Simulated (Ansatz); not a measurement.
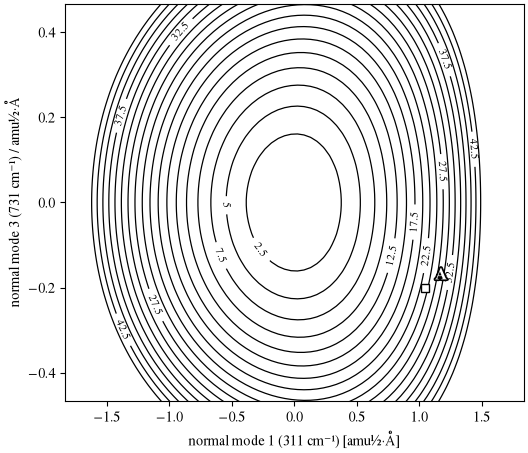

F2HSi, SMILES F[SiH+]F, charge +1. Coordinates scanned: (1) normal mode 1 (311 cm⁻¹); (2) normal mode 3 (731 cm⁻¹). Nothing is relaxed (straight displacements along the two mass-weighted modes). The grid has 15 × 15 points; 120 points were computed and 105 follow by symmetry. Points are written as (first, second). Energies are in kJ/mol, from the lowest grid point. Theory: Ansatz 0.2.0, RKS PBE-D4/def2-TZVP.

In the figure: contour lines labelled in kJ/mol (none above 45), the point A. Between grid points the surface is interpolated.

Is A at rest? If not, where is it pushed?

A, at (1.050 amu½·Å, −0.200 amu½·Å), is not a stationary point. The computed force is 42 kJ/mol for each amu½·Å towards smaller values of normal mode 1 (311 cm⁻¹) and 33 kJ/mol for each amu½·Å towards larger values of normal mode 3 (731 cm⁻¹).
